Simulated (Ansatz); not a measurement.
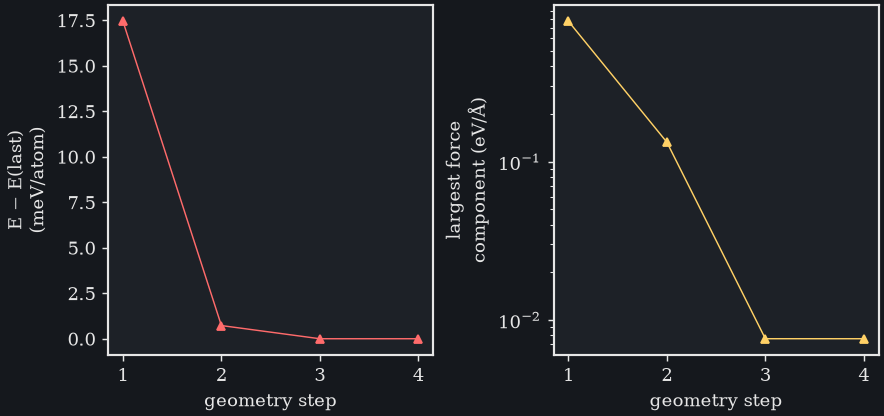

History of a geometry optimisation. Only the atoms move.

- system: Br (Cmce, 4 atoms in the cell)
- method: DFT PBE+D3(BJ), scalar-relativistic, plane waves, PAW in Ansatz 0.2.0; cutoff 420 eV, 8×8×4 k-mesh, Gaussian smearing of 0.02 eV

### How did it end, and what did it gain?

The optimisation met its thresholds at geometry 4, counting the start as the first. The energy fell by about 17 meV/atom from the first step to the last. The largest force component goes from about 0.77 eV/Å at the start to 8 × 10⁻³ eV/Å at the end.
